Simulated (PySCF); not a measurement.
B(F)2(NH2), H2BF2N, SMILES FB(F)N at its B3LYP/def2-SVP optimised geometry (Å):

```
6

B      0.2013    -0.4597     0.0000
F      1.5341    -0.4597     0.0000
F     -0.4139    -1.6419    -0.0015
N     -0.5228     0.7348     0.0000
H     -1.5341     0.7575     0.0007
H     -0.0752     1.6419     0.0018
```

Calculation: B3LYP/def2-TZVP run with PySCF.

Map of the log10 of the electron density (e/bohr³), floored at −4 on the plane z = 1.0 Å:

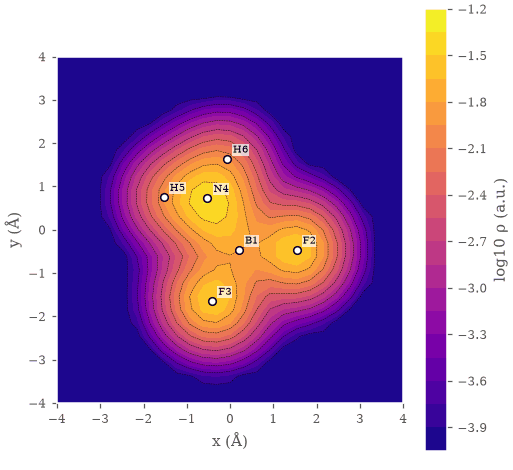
Log10 of the electron density (e/bohr³), floored at −4 on the plane z = 1.0 Å.
